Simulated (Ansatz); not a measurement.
## Run report: SiNH$_{7}$, geometry relaxation (part 2 of 2)

Continued. System: SiNH$_{7}$. Method: RKS PBE-D4/def2-SVP (Ansatz 0.2.0). It belongs to a series of runs on one base structure; here: end point A relaxed.

Geometry of the input (Å):
```
Si -0.0972  0.1970  0.1515
N  -0.0963  0.2870  1.9390
H  -0.7977  -0.2243  2.4773
H  0.7872  0.3463  2.4463
H  1.3209  0.3163  -0.3277
H  -0.8855  1.3385  -0.4385
H  -0.7265  -1.0716  -0.3644
H  1.2020  -2.0260  0.8629
H  0.9423  -1.6654  1.4329
```

**Trajectory as extended XYZ, continued**
```
9
Properties=species:S:1:pos:R:3:forces:R:3 step=8 energy=-9471.17689
Si   -0.2025    0.4022    0.0871    0.0011   0.0232  -0.0325
N    -0.0624    0.2464    1.8136    0.0352  -0.1012   0.1668
H    -0.8008   -0.1141    2.4245    0.1429   0.0821  -0.1096
H     0.8212    0.3972    2.3059   -0.1620  -0.0048  -0.0812
H     1.1792    0.7169   -0.4224   -0.0415  -0.0002   0.0173
H    -1.1368    1.5111   -0.3437    0.0214  -0.0322   0.0109
H    -0.7060   -0.8638   -0.5685    0.0065   0.0387   0.0117
H     1.4669   -2.7311    1.3634   -0.1167   0.2010   0.0559
H     1.0907   -2.0670    1.5197    0.1131  -0.2065  -0.0393
9
Properties=species:S:1:pos:R:3:forces:R:3 step=9 energy=-9471.18288
Si   -0.2119    0.4321    0.0630   -0.0261   0.0609  -0.0780
N    -0.0278    0.1893    1.7746    0.2150  -0.0664   0.2062
H    -0.7642   -0.1440    2.4009    0.0937   0.0632  -0.0864
H     0.8418    0.4175    2.2690   -0.2824  -0.0331  -0.1431
H     1.1504    0.8176   -0.4580   -0.0783  -0.0307   0.0359
H    -1.1889    1.5333   -0.3001    0.0538  -0.0602   0.0177
H    -0.6955   -0.8165   -0.6428    0.0276   0.0639   0.0399
H     1.4630   -2.8043    1.4833   -0.1870   0.3158   0.0608
H     1.0824   -2.1272    1.5896    0.1838  -0.3134  -0.0530
9
Properties=species:S:1:pos:R:3:forces:R:3 step=10 energy=-9471.18825
Si   -0.2236    0.4611    0.0362   -0.0352   0.0621  -0.0805
N     0.0291    0.0812    1.7217    0.6247   0.1831   0.3842
H    -0.7165   -0.1850    2.3708    0.0595   0.0549  -0.1222
H     0.8535    0.4641    2.2267   -0.6654  -0.2375  -0.3881
H     1.1165    0.9148   -0.4991   -0.1383  -0.0362   0.0755
H    -1.2446    1.5630   -0.2286    0.1420  -0.1553   0.0270
H    -0.6785   -0.7610   -0.7382    0.0072   0.1375   0.1015
H     1.4366   -2.8691    1.6255   -0.1869   0.3428   0.0308
H     1.0767   -2.1713    1.6644    0.1925  -0.3515  -0.0281
9
Properties=species:S:1:pos:R:3:forces:R:3 step=11 energy=-9471.20049
Si   -0.2102    0.4547    0.0426   -0.1782   0.1963  -0.4003
N     0.0511    0.0753    1.7103    0.5750   0.0859   0.6889
H    -0.7001   -0.2034    2.3452   -0.0083   0.0133  -0.0589
H     0.8052    0.5630    2.2261   -0.4547  -0.2595  -0.2877
H     1.1195    0.9242   -0.4913   -0.0703  -0.0555   0.0029
H    -1.2305    1.5500   -0.2101    0.0640  -0.0316  -0.0273
H    -0.7001   -0.7554   -0.7197    0.0652   0.0521   0.0685
H     1.4236   -2.9082    1.6434   -0.1068   0.2039  -0.0116
H     1.0905   -2.2024    1.6329    0.1141  -0.2049   0.0255
9
Properties=species:S:1:pos:R:3:forces:R:3 step=12 energy=-9471.21663
Si   -0.2066    0.4797    0.0478    0.0688  -0.0750  -0.0432
N     0.1324    0.0371    1.7148    0.0640   0.1823  -0.2377
H    -0.6626   -0.2776    2.2742   -0.0464  -0.0121   0.1661
H     0.6877    0.7244    2.2374   -0.0878  -0.1123   0.0863
H     1.1006    0.9276   -0.5406    0.0217   0.0149  -0.0267
H    -1.2100    1.5886   -0.1933   -0.0062  -0.0161   0.0473
H    -0.7069   -0.7461   -0.6654   -0.0316   0.0165  -0.0010
H     1.4070   -2.9742    1.6427   -0.0199  -0.0103   0.0008
H     1.1077   -2.2616    1.6618    0.0373   0.0121   0.0080
9
Properties=species:S:1:pos:R:3:forces:R:3 step=13 energy=-9471.22467
Si   -0.2312    0.5193    0.0061    0.0473  -0.0738   0.1695
N     0.1088   -0.0348    1.6426   -0.0975   0.0429  -0.1639
H    -0.6868   -0.3511    2.2077    0.0623   0.0169  -0.0054
H     0.7213    0.5549    2.2131   -0.0078   0.0081   0.0407
H     1.0845    0.9180   -0.5994    0.0087   0.0113  -0.0098
H    -1.1745    1.6966   -0.1219    0.0044  -0.0062  -0.0145
H    -0.8304   -0.6319   -0.7517   -0.0310   0.0130  -0.0181
H     1.4852   -2.9400    1.8235   -0.0246   0.0432   0.0026
H     1.1722   -2.2332    1.7595    0.0381  -0.0553  -0.0011
9
Properties=species:S:1:pos:R:3:forces:R:3 step=14 energy=-9471.22618
Si   -0.2490    0.5441   -0.0060   -0.0163  -0.0143   0.0295
N     0.0775   -0.0437    1.6161    0.0660   0.0776   0.0330
H    -0.7150   -0.3595    2.1837    0.0110  -0.0098  -0.0190
H     0.7178    0.5022    2.2059   -0.0967  -0.0572  -0.1075
H     1.0754    0.9054   -0.6201   -0.0058  -0.0085   0.0112
H    -1.1493    1.7591   -0.1204    0.0294  -0.0247   0.0138
H    -0.9070   -0.5634   -0.7875    0.0192   0.0287   0.0404
H     1.5527   -2.9763    1.9073   -0.0430   0.1245  -0.0138
H     1.2461   -2.2702    1.8005    0.0362  -0.1162   0.0124
9
Properties=species:S:1:pos:R:3:forces:R:3 step=15 energy=-9471.22768
Si   -0.2437    0.5392   -0.0032   -0.0159  -0.0028  -0.0011
N     0.0856   -0.0470    1.6164   -0.0070   0.0124   0.0236
H    -0.7068   -0.3772    2.1763    0.0182  -0.0053  -0.0146
H     0.7041    0.5164    2.2084   -0.0182  -0.0104  -0.0235
H     1.0805    0.8950   -0.6209   -0.0119  -0.0044  -0.0009
H    -1.1400    1.7567   -0.1124    0.0215  -0.0147  -0.0019
H    -0.9088   -0.5705   -0.7732    0.0138   0.0237   0.0179
H     1.5431   -2.9589    1.8976   -0.0119   0.0440  -0.0036
H     1.2353   -2.2560    1.7905    0.0115  -0.0426   0.0040
9
Properties=species:S:1:pos:R:3:forces:R:3 step=16 energy=-9471.22769
Si   -0.2423    0.5457   -0.0048   -0.0134  -0.0034   0.0140
N     0.0952   -0.0419    1.6119    0.0532   0.0086  -0.0932
H    -0.6781   -0.4282    2.1559   -0.1051  -0.0431   0.0481
H     0.6755    0.5413    2.2196    0.0457   0.0302   0.0274
H     1.0760    0.8901   -0.6398    0.0010   0.0025  -0.0061
H    -1.1267    1.7712   -0.1085    0.0060  -0.0060  -0.0033
H    -0.9236   -0.5614   -0.7620    0.0084   0.0085   0.0123
H     1.5376   -2.9606    1.9140   -0.0065   0.0193  -0.0029
H     1.2356   -2.2584    1.7932    0.0106  -0.0165   0.0038
9
Properties=species:S:1:pos:R:3:forces:R:3 step=17 energy=-9471.22834
Si   -0.2447    0.5477   -0.0060   -0.0007  -0.0040   0.0012
N     0.0883   -0.0537    1.6065   -0.0013   0.0051   0.0054
H    -0.6966   -0.4225    2.1516   -0.0045   0.0004  -0.0042
H     0.6826    0.5172    2.2149    0.0025  -0.0036  -0.0028
H     1.0761    0.8820   -0.6417   -0.0017  -0.0005  -0.0003
H    -1.1172    1.7817   -0.1040    0.0029   0.0000   0.0012
H    -0.9373   -0.5492   -0.7660   -0.0008   0.0018  -0.0014
H     1.5557   -2.9505    1.9254    0.0015   0.0026   0.0000
H     1.2424   -2.2548    1.7988    0.0021  -0.0018   0.0007
9
Properties=species:S:1:pos:R:3:forces:R:3 step=18 energy=-9471.22858
Si   -0.2493    0.5507   -0.0096   -0.0012   0.0061  -0.0026
N     0.0764   -0.0675    1.5978   -0.0167  -0.0001   0.0556
H    -0.7166   -0.4209    2.1434    0.0349   0.0133  -0.0247
H     0.6864    0.4852    2.2089   -0.0220  -0.0173  -0.0276
H     1.0764    0.8669   -0.6454   -0.0083  -0.0038   0.0001
H    -1.1001    1.8015   -0.0949    0.0075  -0.0110  -0.0037
H    -0.9629   -0.5291   -0.7759    0.0038   0.0130   0.0029
H     1.5836   -2.9382    1.9455   -0.0031   0.0143  -0.0017
H     1.2552   -2.2508    1.8096    0.0051  -0.0144   0.0017
9
Properties=species:S:1:pos:R:3:forces:R:3 step=19 energy=-9471.22877
Si   -0.2517    0.5542   -0.0107   -0.0094   0.0024  -0.0212
N     0.0659   -0.0774    1.5929   -0.0187  -0.0006   0.0539
H    -0.7320   -0.4245    2.1356    0.0401   0.0148  -0.0242
H     0.6827    0.4635    2.2075   -0.0217  -0.0150  -0.0226
H     1.0768    0.8490   -0.6511   -0.0082  -0.0024   0.0066
H    -1.0821    1.8189   -0.0912    0.0115  -0.0083   0.0032
H    -0.9867   -0.5093   -0.7797    0.0054   0.0089   0.0045
H     1.6089   -2.9278    1.9608   -0.0038   0.0144  -0.0029
H     1.2673   -2.2488    1.8154    0.0047  -0.0144   0.0029
9
Properties=species:S:1:pos:R:3:forces:R:3 step=20 energy=-9471.22894
Si   -0.2575    0.5575   -0.0136    0.0059   0.0141  -0.0188
N     0.0473   -0.0914    1.5857   -0.0101  -0.0029   0.0227
H    -0.7564   -0.4307    2.1233    0.0229   0.0086  -0.0051
H     0.6725    0.4339    2.2048   -0.0179  -0.0097  -0.0127
H     1.0767    0.8178   -0.6576   -0.0086  -0.0072   0.0040
H    -1.0465    1.8494   -0.0843    0.0029  -0.0199   0.0024
H    -1.0259   -0.4808   -0.7849    0.0055   0.0151   0.0085
H     1.6528   -2.9111    1.9803   -0.0148   0.0291  -0.0066
H     1.2862   -2.2468    1.8258    0.0141  -0.0273   0.0056
```

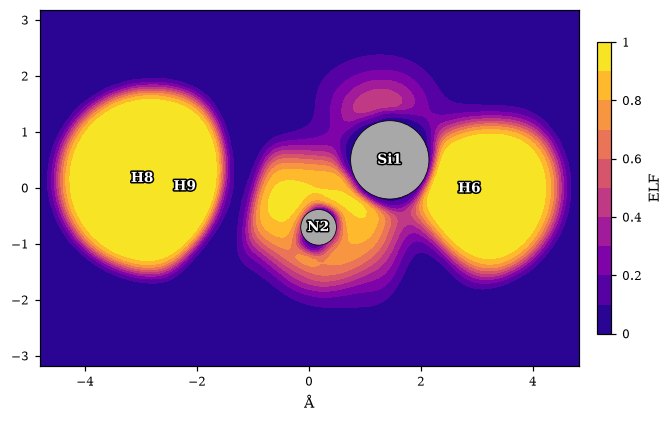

*ELF on the plane of atoms N2, Si1 and H6. Grey discs, where drawn, cover atomic cores.*

Atoms in the plane: Si, N and H. N2···H9 (2.50 Å): the ELF is only about 0.05 between them (a non-bonded, intermolecular contact). H–H (0.77 Å): the ELF peaks at about 1 between the atoms. Si–H (1.52 Å): the ELF climbs to about 1 towards the hydrogen, as it does in any bond to H.

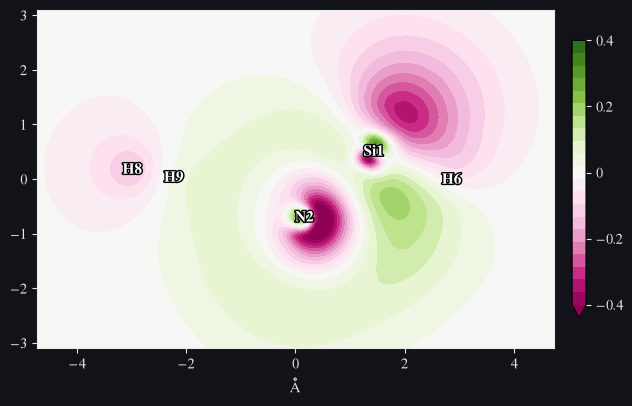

*One frontier orbital on the plane of atoms N2, Si1 and H6 (values in Å⁻³ᐟ²; the overall sign is arbitrary).*

The LUMO, at −0.12 eV. Its weight (Hirshfeld) is mainly on Si1 (45 %), N2 (15 %), H3 (10 %) and H4 (10 %).

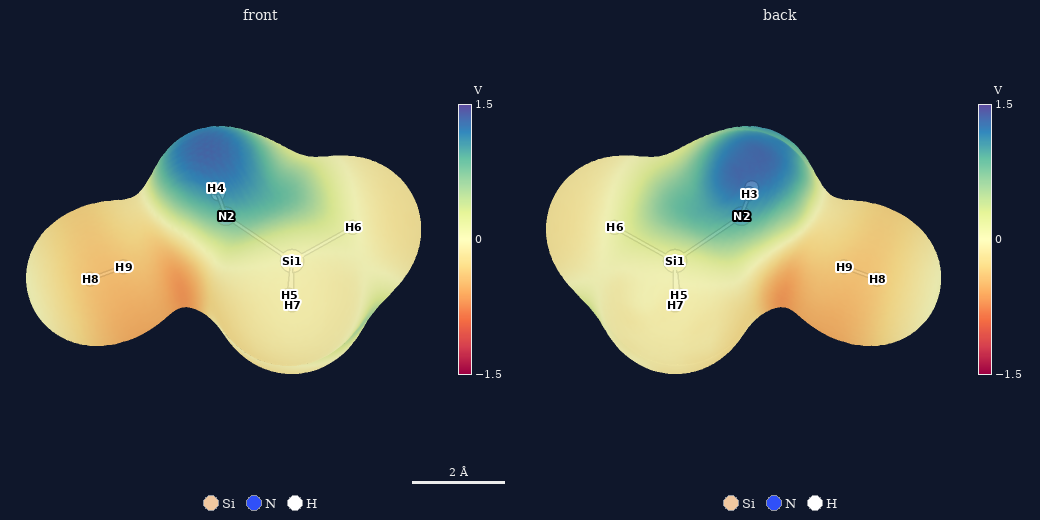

*The electrostatic potential painted on the density surface at 0.001 e/bohr³, seen face on and from behind; red is negative and blue positive.*

**Results in brief**

```json
{"quantity": "outcome", "value": "converged"}
{"quantity": "total energy", "value": "−9471.2290 eV"}
{"quantity": "mean-field energy", "value": "−9471.1248 eV"}
{"quantity": "largest force (length of the vector) at the end", "value": "0.033 eV/Å"}
{"quantity": "wall time", "value": "13 s (CPU time 25 s)"}
{"quantity": "peak memory", "value": "0.11 GiB"}
```
